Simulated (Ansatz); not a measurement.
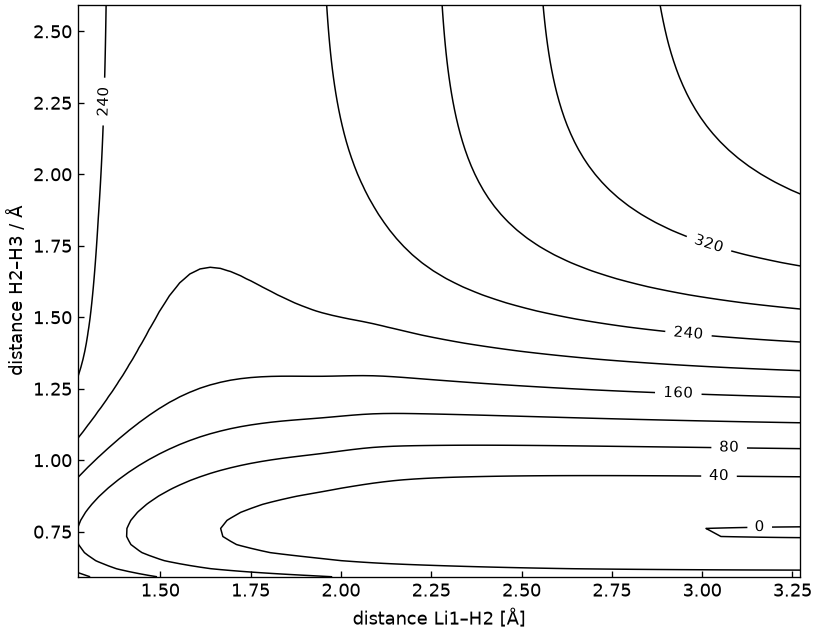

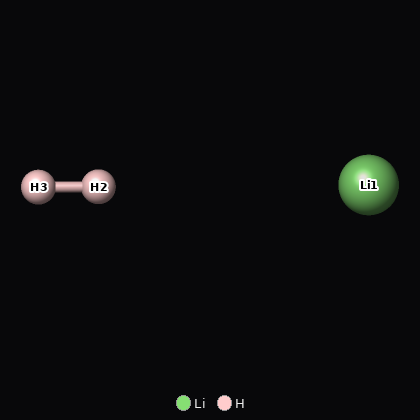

Energy landscape of the system Li + H₂, spin multiplicity 2. Coordinates scanned: (1) distance Li1–H2; (2) distance H2–H3. Nothing is relaxed (the angle Li1–H2–H3 is fixed at 180 degrees). The grid has 17 × 17 points. All energies are given in kJ/mol relative to the lowest grid point. In part of the range the unrestricted reference is strongly spin-contaminated. Level of theory: UKS PBE0-D4/aug-cc-pVTZ (Ansatz).

The picture shows contour lines labelled in kJ/mol. Between grid points the surface is interpolated. The second picture is the structure at the lowest point.

Describe this landscape.

Answer. The lowest grid point is at distance Li1–H2 = 3.272 Å, distance H2–H3 = 0.726 Å. It lies in a valley that leaves the map towards separated partners. The highest grid point, distance Li1–H2 = 3.272 Å, distance H2–H3 = 2.592 Å, lies 392 kJ/mol above the lowest.

Grid values (kJ/mol):

```
distance H2–H3 ↓, distance Li1–H2 →  1.272  1.406  1.602  1.831  2.084  2.358  2.648  2.953  3.272
                              2.592    264    228    214    227    253    291    332    367    392
                              2.273    262    227    212    224    250    287    326    359    384
                              1.968    260    224    208    219    243    277    312    341    364
                              1.678    256    219    201    207    225    252    279    302    320
                              1.404    249    208    183    180    186    200    214    227    237
                              1.151    218    173    139    124    117    117    121    125    129
                              0.922    155    112     76     55     41     34     32     32     33
                              0.726    119     80     48     28     14      7      3      1      0
                              0.592    171    135    106     88     75     67     62     60     58
```

The table holds every second grid line.

Each point was launched as `ansatz run input.yaml --threads 1 --pin off --max-ram 2560MiB --backend cpu --events-out ev --progress --plain --runs-dir out`. Time for the 289 points that were run: 4.9 min on 1 thread of Intel(R) Xeon(R) 6975P-C (Granite Rapids), on a shared host.
